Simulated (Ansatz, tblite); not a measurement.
# InBr3: which spin state is lowest

Is the singlet the ground state of InBr3? Other spin states are computed and compared level by level.

Method: as each input shows; program: Ansatz 0.2.0, Gaussian basis.

Levels to be run: triplet, at the geometry of the singlet (GFN1-xTB, GFN2-xTB, PBE0-D4/def2-TZVP, PBE-D4/def2-TZVP, r2SCAN-D4/def2-TZVP); the singlet's energies come from earlier runs.

## (1) The structure

The singlet was relaxed beforehand with PBE0-D4/def2-SVP.

4 atoms, charge 0, spin multiplicity 1.

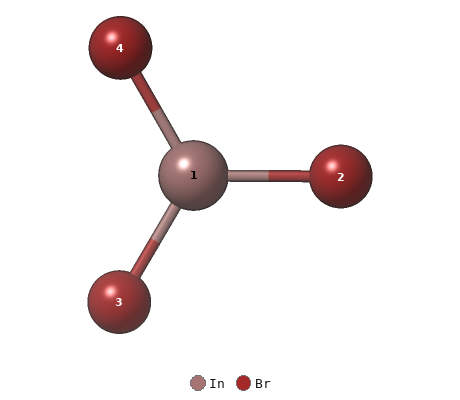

The geometry (indium brown, bromine red); atoms are numbered from 1 in the order of the file.

In takes a core potential in the def2 sets. No spin-orbit coupling is included.

## (2) Triplet at the fixed geometry, GFN1-xTB

Tight binding, by tblite at 300 K electronic temperature and without a spin-polarisation term:

```python
tblite.interface.Calculator('GFN1-xTB', numbers, positions, charge=0, uhf=2).singlepoint()
```

Energy -358.0349 eV; 0.004 s.

## (3) Triplet at the fixed geometry, GFN2-xTB

Tight binding, by tblite at 300 K electronic temperature and without a spin-polarisation term:

```python
tblite.interface.Calculator('GFN2-xTB', numbers, positions, charge=0, uhf=2).singlepoint()
```

Energy -368.0927 eV; 0.006 s.

## (4) Triplet at the fixed geometry, PBE0-D4/def2-TZVP

Input file in.yaml:

```yaml
crystal:
  periodic: [false, false, false]
  atoms:
    - {symbol: In, position_ang: [0.000071, 0.000004, 0.000027]}
    - {symbol: Br, position_ang: [2.457386, -0.026993, 0.012658]}
    - {symbol: Br, position_ang: [-1.205298, 2.141533, -0.017018]}
    - {symbol: Br, position_ang: [-1.252159, -2.114533, 0.004333]}
basis:
  gaussian: {orbitals: def2-TZVP}
magnetization: {spin_polarized: true, initial_magnetization: 2}
hamiltonian: {xc: pbe0, dispersion: d4}
scf: {omitted_lower_state_checks: [starts]}
output: {orbitals: {seedname: orbitals}}
```

Launch:

```
$ ansatz run in.yaml --threads 2 --pin off --events-out ev --progress --plain --max-ram 4352MiB
```

The program printed:

```text
Functional definition: PBE0
  name "PBE0"
  cite "Adamo & Barone, J. Chem. Phys. 110, 6158 (1999) doi:10.1063/1.478522"
  cite "Perdew, Burke & Ernzerhof, Phys. Rev. Lett. 77, 3865 (1996) doi:10.1103/PhysRevLett.77.3865"
  parent pbe
  parameter a = 0.25
  parameter kappa = 0.804
  parameter beta = 0.06672455060314922
  exchange = (1 - a)*pbe_x(kappa = kappa, mu = beta*pi^2/3) + a*exact_x
  correlation = pbe_c(beta = beta)
these checks for a lower state are left out or cut short: starts
1466 factors; integrals over basis functions are off by at most 9.7e-4 eV
mean field evaluation 1: about -215288.7327 eV, gradient 9.1e0 eV
mean field evaluation 2: about -215288.9111 eV, gradient 7.0e0 eV
mean field evaluation 4: about -215289.1239 eV, gradient 4.5e-1 eV
mean field evaluation 8: about -215289.1791 eV, gradient 2.3e-1 eV
mean field evaluation 16: about -215289.1795 eV, gradient 2.8e-4 eV
mean field evaluation 32: about -215289.1795 eV, gradient 7.3e-6 eV
mean field -215289.17946398 eV, -7911.7314170541 hartree, gradient 7.3e-6 eV, S^2 2.005753; 0 other end points of the search recorded, 0 dependent functions left out
reference -215289.17949483 eV, -7911.7314181880 hartree; 64, 62 occupied and 130, 132 virtual orbitals, 1466 factors
Total energy: -215289.32065910 eV, -7911.7366058792 hartree
Checks for a lower state left out: starts
```

It took 25 s on 2 threads of Arm Neoverse V2, shared host; peak memory 1 GiB.

From the report: HOMO -4.65 eV, LUMO -7.32 eV (over both spins; with the spin held, an empty level of the minority spin lies below the top filled one); ⟨S²⟩ 2.006 (pure: 2.00).

## (5) Triplet at the fixed geometry, PBE-D4/def2-TZVP

start.molden holds the orbitals of an earlier run on this state, given as this run's starting guess.

Edit in.yaml of step 4 so:

```diff
@@ -8,5 +8,5 @@
 basis:
-  gaussian: {orbitals: def2-TZVP}
+  gaussian: {orbitals: def2-TZVP, initial_orbitals: start.molden}
 magnetization: {spin_polarized: true, initial_magnetization: 2}
-hamiltonian: {xc: pbe0, dispersion: d4}
+hamiltonian: {xc: pbe, dispersion: d4}
 scf: {omitted_lower_state_checks: [starts]}
```

The command is unchanged.

The program printed:

```text
Functional definition: PBE
  name "PBE"
  cite "Perdew, Burke & Ernzerhof, Phys. Rev. Lett. 77, 3865 (1996) doi:10.1103/PhysRevLett.77.3865"
  parent pbe
  parameter kappa = 0.804
  parameter beta = 0.06672455060314922
  exchange = pbe_x(kappa = kappa, mu = beta*pi^2/3)
  correlation = pbe_c(beta = beta)
these checks for a lower state are left out or cut short: starts
1516 factors; their error is unknown
mean field evaluation 1: about -215282.3947 eV, gradient 1.0e1 eV
mean field evaluation 2: about -215282.5269 eV, gradient 1.9e-1 eV
mean field evaluation 4: about -215282.4636 eV, gradient 8.5e-4 eV
mean field evaluation 8: about -215282.4636 eV, gradient 1.2e-5 eV
mean field evaluation 16: about -215282.4636 eV, gradient 2.4e-6 eV
mean field -215282.46360944 eV, -7911.4846139522 hartree, gradient 2.4e-6 eV, S^2 2.001694; 0 other end points of the search recorded, 0 dependent functions left out
reference -215282.46365113 eV, -7911.4846154842 hartree; 64, 62 occupied and 130, 132 virtual orbitals, 1516 factors
Total energy: -215282.62241025 eV, -7911.4904497742 hartree
Checks for a lower state left out: starts
```

Run time: 14 s. Hardware: 2 threads of Arm Neoverse V2, shared host.

From the report: HOMO -3.90 eV, LUMO -7.49 eV (over both spins; with the spin held, an empty level of the minority spin lies below the top filled one); ⟨S²⟩ 2.002 (pure: 2.00).

## (6) Triplet at the fixed geometry, r2SCAN-D4/def2-TZVP

Edit in.yaml of step 5 so:

```diff
@@ -10,3 +10,3 @@
 magnetization: {spin_polarized: true, initial_magnetization: 2}
-hamiltonian: {xc: pbe, dispersion: d4}
+hamiltonian: {xc: r2scan, dispersion: d4}
 scf: {omitted_lower_state_checks: [starts]}
```

The command is unchanged.

The program printed:

```text
Functional definition: r2SCAN
  name "r2SCAN"
  cite "Furness, Kaplan, Ning, Perdew & Sun, J. Phys. Chem. Lett. 11, 8208 (2020) doi:10.1021/acs.jpclett.0c02405"
  cite "Furness, Kaplan, Ning, Perdew & Sun, J. Phys. Chem. Lett. 11, 9248 (2020) doi:10.1021/acs.jpclett.0c03077"
  parent r2scan
  parameter k0 = 0.174
  parameter k1 = 0.065
  parameter a1 = 4.9479
  exchange = r2scan_x(k0 = k0, k1 = k1, a1 = a1)
  correlation = r2scan_c
these checks for a lower state are left out or cut short: starts
1516 factors; their error is unknown
mean field evaluation 1: about -215314.5126 eV, gradient 7.9e0 eV
mean field evaluation 2: about -215314.5756 eV, gradient 1.1e-1 eV
mean field evaluation 4: about -215314.5055 eV, gradient 1.8e-4 eV
mean field evaluation 8: about -215314.5055 eV, gradient 2.5e-5 eV
mean field -215314.50546453 eV, -7912.6621304079 hartree, gradient 6.6e-6 eV, S^2 2.004325; 0 other end points of the search recorded, 0 dependent functions left out
reference -215314.50547881 eV, -7912.6621309324 hartree; 64, 62 occupied and 130, 132 virtual orbitals, 1516 factors
Total energy: -215314.54028265 eV, -7912.6634099501 hartree
Checks for a lower state left out: starts
```

Wall time 27 s (2 threads of Arm Neoverse V2, shared host).

Report: HOMO -4.03 eV, LUMO -7.72 eV (over both spins; with the spin held, an empty level of the minority spin lies below the top filled one); ⟨S²⟩ 2.004 (pure: 2.00).

## (7) Triplet less singlet, vertical

The singlet's energies are those of its earlier runs, whose logs aren't repeated here.

```csv
level,"triplet less singlet, vertical (eV)",time
GFN1-xTB,+3.793,0.008 s
GFN2-xTB,+3.018,0.01 s
PBE-D4/def2-TZVP,+3.549,17 s
r2SCAN-D4/def2-TZVP,+3.852,35 s
PBE0-D4/def2-TZVP,+4.135,32 s
```

Times add the two runs; a level without a time comes out of a correlated run. Tight binding without a spin term can't rank spin states.

## (8) Summary of results

| quantity | value |
| --- | --- |
| triplet less singlet, vertical, functionals in def2-TZVP | +3.549 (PBE-D4) to +4.135 eV (PBE0-D4) |

In words: All functionals put the triplet above the singlet, over a spread of 0.586 eV. The checks for a lower triplet were left out, so another state of that spin may lie lower. These are electronic energies, without zero-point motion, entropy or surroundings.
